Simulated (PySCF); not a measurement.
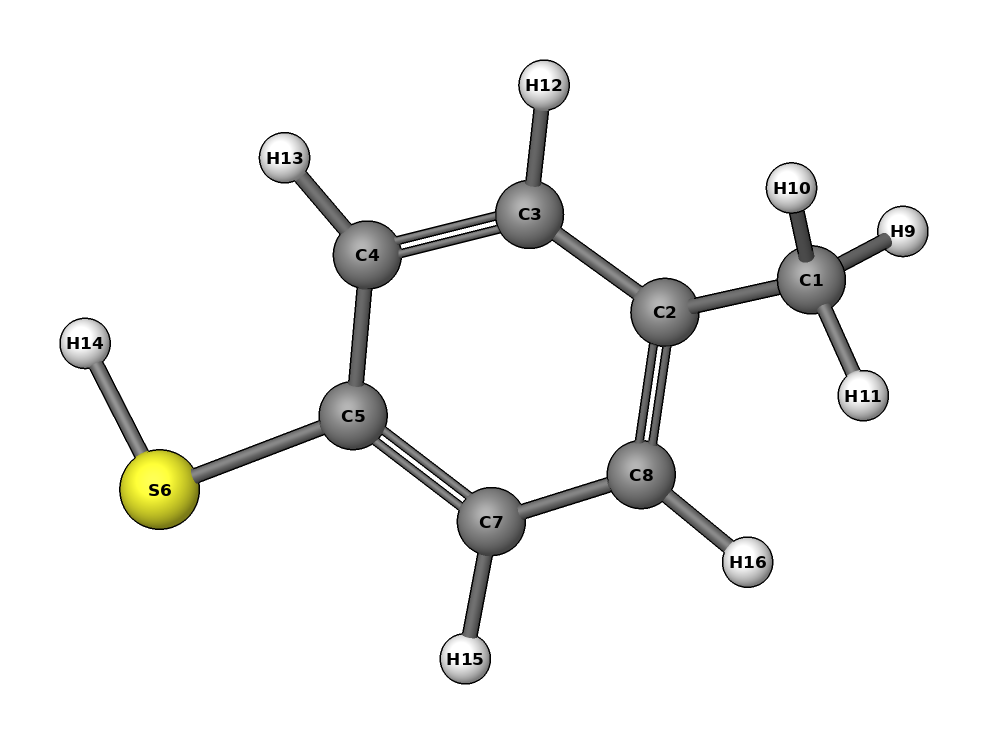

The questions are on isotropic NMR shieldings of the C atoms. Geometry: a frame of a GFN2-xTB molecular-dynamics simulation, not a minimum. Properties computed with GIAO PBE0/pcSseg-1 NMR shielding, non-relativistic, gas phase (PySCF 2.14.0).

List the isotropic NMR shieldings of the C atoms.

| atom | σ (ppm) |
| --- | --- |
| C1 | 160.8 |
| C2 | 49.8 |
| C3 | 42.7 |
| C4 | 49.9 |
| C5 | 47.4 |
| C7 | 53.4 |
| C8 | 45.7 |
